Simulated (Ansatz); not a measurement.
# Run report: C2H7B, single-point calculation

The run: single-point calculation of C2H7B, multiplicity 3. Method and program: UKS wB97M-V/cc-pVDZ (Ansatz 0.2.0).

Some settings of this run were made unusual or wrong on purpose. The geometry comes from this level: PBE-D4/def2-TZVP.

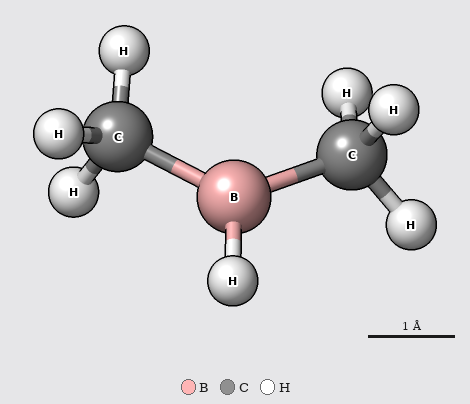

**Figure 1.** The input geometry (ball-and-stick view, seen at a tilt). Bond lengths as drawn: B–C 1.56 Å, B–H 1.21 Å and C–H 1.10 to 1.11 Å.

## What the run reported

| quantity | value |
| --- | --- |
| outcome | converged |
| total energy | −2838.0134 eV |
| ⟨S²⟩ | 2.006 |
| SCF solution under orbital rotations | stable |
| hardware | 2 threads of Arm Neoverse V1, 23 GiB of memory available, shared host |
| wall time | 11 s (CPU time 21 s) |
| peak memory | 0.19 GiB |

## What went wrong

The input was spoiled on purpose: grid. The program still converged, but the numbers can't be taken as results for the intended system.

## The input
```yaml
crystal:
  periodic: [false, false, false]
  atoms:
    - {symbol: B, position_ang: [-0.287171, -0.490185, -0.015133]}
    - {symbol: C, position_ang: [1.273088, -0.552682, -0.001273]}
    - {symbol: C, position_ang: [-1.100686, 0.842742, 0.006376]}
    - {symbol: H, position_ang: [1.549880, -0.817431, 1.040397]}
    - {symbol: H, position_ang: [1.784092, 0.393560, -0.232002]}
    - {symbol: H, position_ang: [1.692370, -1.364040, -0.615354]}
    - {symbol: H, position_ang: [-1.478154, 0.981900, -1.027692]}
    - {symbol: H, position_ang: [-0.523234, 1.744174, 0.258423]}
    - {symbol: H, position_ang: [-2.008443, 0.795219, 0.627397]}
    - {symbol: H, position_ang: [-0.901743, -1.533247, -0.041138]}
basis:
  gaussian: {orbitals: cc-pVDZ, final_grid: {core_spheres: 1, valence_spheres: 1, degree: 1}}
magnetization: {spin_polarized: true, initial_magnetization: 2}
hamiltonian: {xc: {name: wB97M-V}}
scf: {omitted_lower_state_checks: [starts]}
```

Launched with:
```bash
ansatz run in.yaml --threads 2 --pin off --events-out ev --progress --plain --max-ram 4352MiB
```

## Output
```
Functional definition: wB97M-V
  name "wB97M-V"
  cite "Mardirossian & Head-Gordon, J. Chem. Phys. 144, 214110 (2016) doi:10.1063/1.4952647"
  cite "Becke, J. Chem. Phys. 107, 8554 (1997) doi:10.1063/1.475007"
  cite "Vydrov & Van Voorhis, J. Chem. Phys. 133, 244103 (2010) doi:10.1063/1.3521275"
  # Of w^i u^j: cxij and so on, Table III.
  parameter omega = 0.3/bohr
  parameter cx = 0.15
  parameter cx01 = 1.007
  parameter cx10 = 0.259
  parameter css00 = 0.443
  parameter css04 = -1.437
  parameter css10 = -4.535
  parameter css20 = -3.390
  parameter css43 = 4.278
  parameter cos00 = 1.000
  parameter cos10 = 1.358
  parameter cos20 = 2.924
  parameter cos21 = -8.812
  parameter cos60 = -1.390
  parameter cos61 = 9.142
  parameter b = 6.0
  parameter c = 0.01
  gx(w, u) = 1 - cx + cx01*u + cx10*w
  gss(w, u) = css00 + css04*u^4 + css10*w + css20*w^2 + css43*w^4*u^3
  gos(w, u) = cos00 + cos10*w + (cos20 + cos21*u)*w^2 + (cos60 + cos61*u)*w^6
  exchange = spin_sum(e_x_unif_sr(omega)*gx(b97_w, b97_u_x)) + cx*exact_x_sr(omega) + exact_x_lr(omega)
  correlation = spin_sum(e_c_pw_mod_same_spin*gss(b97_w, b97_u_same))
      + integral(e_c_pw_mod_opposite_spin*gos(b97_w_opposite, b97_u_opposite)) + vv10(b, c)
these checks for a lower state are left out or cut short: starts
920 factors; their error is unknown
264 factors; integrals over basis functions are off by at most 1.0e-5 eV
mean field evaluation 1: about -2852.9402 eV, gradient 2.6e1 eV
mean field evaluation 2: about -2854.6384 eV, gradient 1.9e1 eV
mean field evaluation 4: about -2856.4868 eV, gradient 4.6e-1 eV
mean field evaluation 8: about -2837.9826 eV, gradient 1.4e0 eV
mean field evaluation 16: about -2838.0133 eV, gradient 2.3e-3 eV
mean field -2838.01329057 eV, -104.2950647538 hartree, gradient 2.5e-5 eV, S^2 2.005817; 0 other end points of the search recorded, 0 dependent functions left out
reference -2838.01341174 eV, -104.2950692070 hartree; 13, 11 occupied and 64, 66 virtual orbitals, 920 factors
Total energy: -2838.01341174 eV, -104.2950692070 hartree
Checks for a lower state left out: starts
```
